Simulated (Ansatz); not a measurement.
SnH6SO: several calculations on one system

Part 1: Relaxation

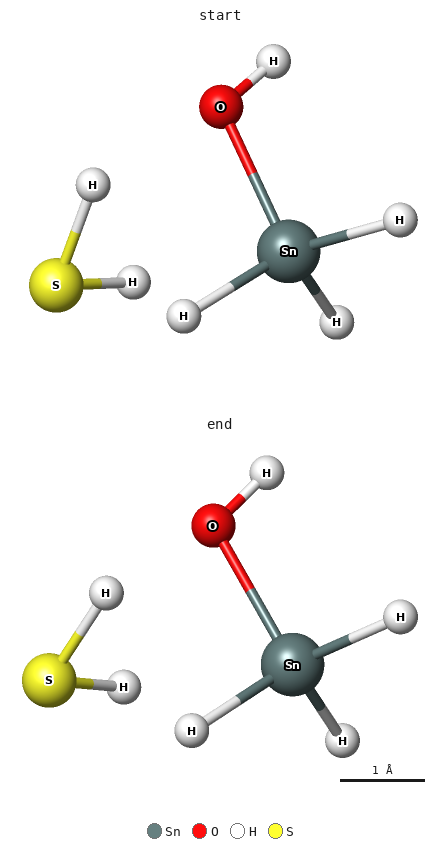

The structure of SnH₆SO before (top) and after (bottom) a relaxation, at one scale.

Style: ball-and-stick. Shown from a free direction.

The run prepares an end point of a later path (reaction) calculation, from a guessed geometry.

Method: Ansatz 0.2.0, RKS PBE/def2-SVP. (no spin polarisation; force threshold 0.03 eV/Å; at most 50 steps)

Q: Describe what moved and what it gained.

A: The largest move after the best rigid fit is that of the S atom, 0.20 Å. By element the largest moves are S 0.20 Å, O 0.19 Å, H 0.17 Å, Sn 0.08 Å. Among the contacts that change: O–Sn 1.989 → 2.041 Å, H–Sn 1.743 → 1.734 Å. The energy falls by 1.52 kcal/mol in 4 geometry steps. The largest force component goes from 0.97 to 0.027 eV/Å.

Limits of the set-up: the start holds two separate molecules, 2.2 Å apart at their closest, whose relative position is a soft coordinate and is computed without a dispersion correction.

Part 2: Relaxation

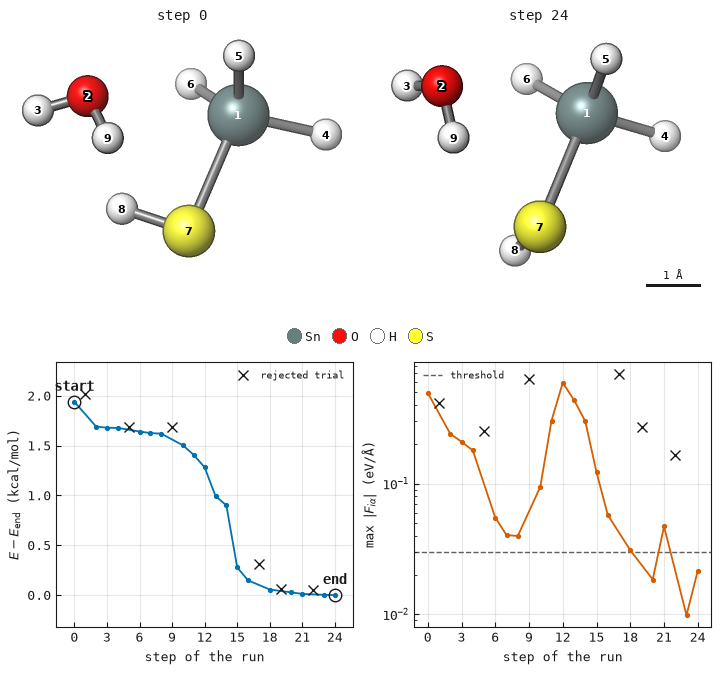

First and last geometry of a relaxation of SnH6SO, with the history of the run. Style: ball-and-stick. Shown at a tilt.

The run prepares an end point of a later path (reaction) calculation, from a guessed geometry.

The calculation used RKS PBE/def2-SVP in Ansatz 0.2.0. Set-up: no spin polarisation; force threshold 0.03 eV/Å; at most 50 steps.

**Did the run converge, and what did it change?**

It converged. The energy falls by 1.94 kcal/mol in 18 accepted moves (24 points after the start). The largest force component goes from 0.49 to 0.022 eV/Å. The line search rejected the trial steps at points 1, 5, 9, 17, 19, 22 of the run. The forces were under the threshold at step 20, but the run went on from there. The largest move after the best rigid fit is that of H8, 1.13 Å. Largest moves by element: H 1.13 Å, S 0.42 Å, O 0.30 Å, Sn 0.19 Å. Some distances before and after: Sn1–S7 2.448 → 2.482 Å, O2–H9 0.992 → 0.986 Å, Sn1–H5 1.720 → 1.715 Å. Bond angles that change, for instance: H5–Sn1–S7 111.1° → 106.2°, Sn1–S7–H8 90.1° → 93.4°, H5–Sn1–H6 112.9° → 115.9°. Groups turn about Sn1–S7 by about 75°.

Part 3: Path

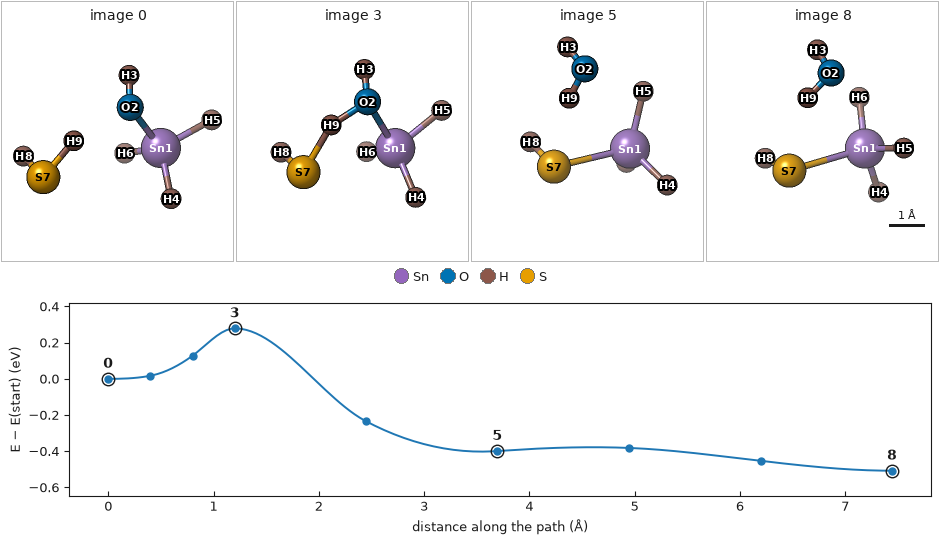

NEB run on SnH$_{6}$SO. Images are numbered from 0 (start) to 8 (end). Style: ball-and-stick. Shown at a tilt.

The calculation used RKS PBE/def2-SVP in Ansatz. Set-up: 7 movable images; climbing image; force threshold 0.05 eV/Å; iteration limit 60; starting path through a guess of the saddle point.

Q: What happens along the path, and what is the barrier?

A: The path has more than one stage, and so few images may leave a stage unresolved. Breaking: S7–H9 (1.38 → 1.63 at the top → 2.40 Å), Sn1–O2 (2.04 → 2.17 at the top → 3.13 Å). Forming: O2–H9 (1.91 → 1.25 at the top → 0.99 Å), Sn1–S7 (3.80 → 2.98 at the top → 2.48 Å). The highest point, image 3, lies 0.28 eV above the start and 0.79 eV above the end; the end is at −0.51 eV relative to the start. The band converged in 24 iterations. The largest component of the band force went from 3.6 to 0.04 eV/Å. The climbing image converged on the top of the path. Its vibrational analysis gives one imaginary mode (623i cm⁻¹), as a transition state must have.
